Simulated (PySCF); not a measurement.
SMILES CB(C)C#C[SiH3] (C4H9BSi), GFN2-xTB optimised geometry. Atoms within 1.6 Å of the plane z = 0.0 Å (x, y, z in Å): Si1 (-1.60, -2.54, 0.01), C2 (-0.70, -0.93, 0.00), C3 (-0.10, 0.12, 0.00), B4 (0.64, 1.44, 0.00), C5 (-0.18, 2.79, 0.00), C6 (2.22, 1.44, 0.00), H7 (-2.20, -2.72, 1.34), H8 (-0.66, -3.62, -0.28), H9 (-2.65, -2.48, -1.02), H10 (0.37, 3.62, 0.42), H11 (-0.41, 3.05, -1.03), H12 (-1.14, 2.71, 0.51), H13 (2.56, 1.35, 1.03), H14 (2.65, 2.36, -0.40), H15 (2.65, 0.60, -0.54).

Method: PySCF 2.14.0 with B3LYP/def2-TZVP. Cells within 0.4 Å of a nucleus heavier than hydrogen are left out (blank, or x).

Map of the electrostatic potential (hartree/e), clipped to [-0.08, 0.12] on the plane z = 0.0 Å:

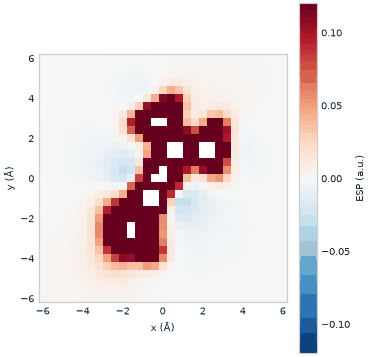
Figure. Electrostatic potential (hartree/e), clipped to [-0.08, 0.12] on the plane z = 0.0 Å.
